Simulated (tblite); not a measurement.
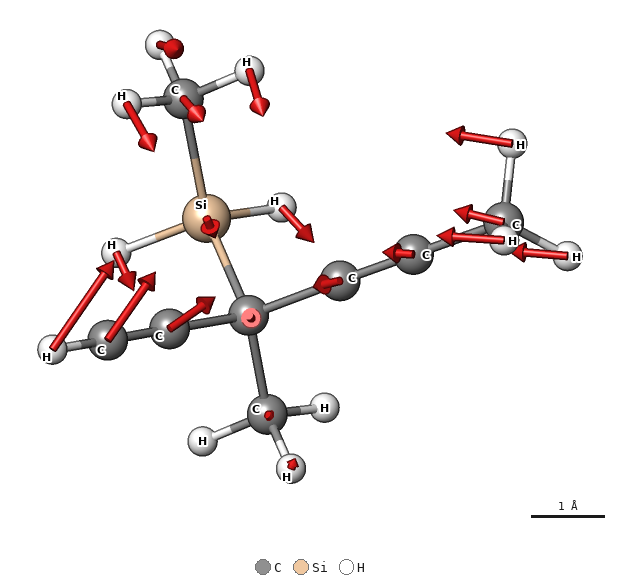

A relaxation of C8H12Si. The starting structure is drawn; red arrows show the displacements, magnified 10 times. The two geometries are superimposed by the best rigid fit.

Style: ball-and-stick. Shown at a tilt.

Computed with GFN2-xTB geometry optimisation, gas phase (tblite). 

### What did the optimiser do to the structure, and how much energy did it gain?

An H atom moves most after the best rigid fit: 0.15 Å. By element the largest moves are H 0.15 Å, C 0.12 Å, Si 0.04 Å. Some distances before and after: C–C 1.487 → 1.451 Å, C–Si 1.969 → 1.934 Å, C–Si 1.860 → 1.893 Å, H–Si 1.493 → 1.469 Å. Among the angles between lasting bonds that change: C–C–C 112.1° → 108.4°, H–Si–H 106.9° → 110.3°, C–Si–H 110.0° → 107.6°. Over 59 geometry steps the energy falls by 3.28 kcal/mol.
